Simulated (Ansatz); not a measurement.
# CH4FSSi: the cost of one run

Computed with Ansatz 0.2.0, Gaussian basis. Level: the settings change from run to run.

### 1 The relaxed structure

The geometry comes from an earlier relaxation with PBE0-D4 in a triple-zeta def2 set; it is a stationary point, not always the lowest conformer.

SMILES `C[SiH](F)[S]`, 8 atoms, charge 0, spin multiplicity 2.

Atoms are counted from 1 here; the program's logs count them from 0.

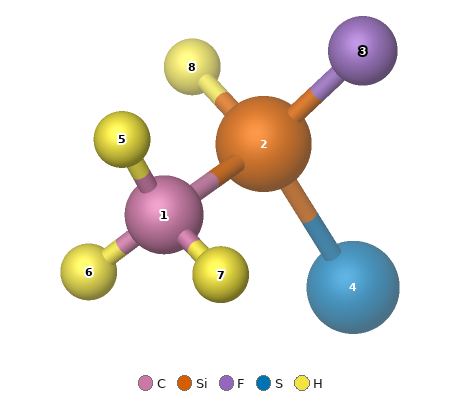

The geometry (carbon pink, silicon orange, fluorine purple, sulfur blue, hydrogen yellow); atoms are numbered from 1 in the order of the file.

### 2 RPBE/6-31++G**

This run has atoms shaken by 0.15 Å, D3(BJ) dispersion, high accuracy.

File in.yaml:

```yaml
crystal:
  periodic: [false, false, false]
  atoms:
    - {symbol: C, position_ang: [-0.169268, 0.996940, 0.068361]}
    - {symbol: Si, position_ang: [0.208414, -0.893697, 0.006541]}
    - {symbol: F, position_ang: [0.953263, -0.940516, 1.418351]}
    - {symbol: S, position_ang: [-1.372412, -2.093812, -0.946457]}
    - {symbol: H, position_ang: [0.376380, 1.537061, 0.672065]}
    - {symbol: H, position_ang: [-0.747449, 1.431190, -0.984920]}
    - {symbol: H, position_ang: [-1.195180, 0.911995, 0.914834]}
    - {symbol: H, position_ang: [1.154294, -0.674594, -1.445242]}
basis:
  gaussian: {orbitals: "6-31++G**"}
magnetization: {spin_polarized: true, initial_magnetization: 1}
hamiltonian: {xc: {name: RPBE}, dispersion: d3bj}
accuracy: high
```

On the command line:

```sh
ansatz run in.yaml --threads 4 --pin off --events-out ev --progress --plain --max-ram 10444MiB
```

What time and memory should one allow on 4 threads of Arm Neoverse V1, shared host?

About 5.5 s, with a peak of 0.37 GiB.
